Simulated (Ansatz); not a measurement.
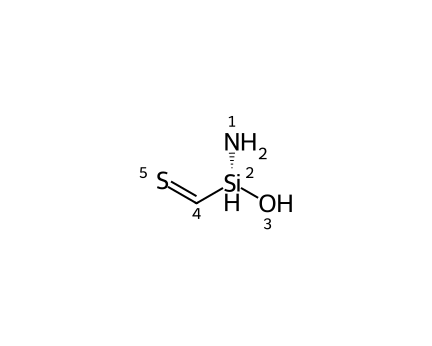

Skeletal drawing with numbered atoms; wedges and dashes mark any stereocentres. The configuration is that of a computed structure (PBE-D4/def2-SVP).

**What are the Cahn–Ingold–Prelog descriptors?**

Si2: R.

**Give a SMILES with the stereochemistry.**

N[Si@H](O)C=S
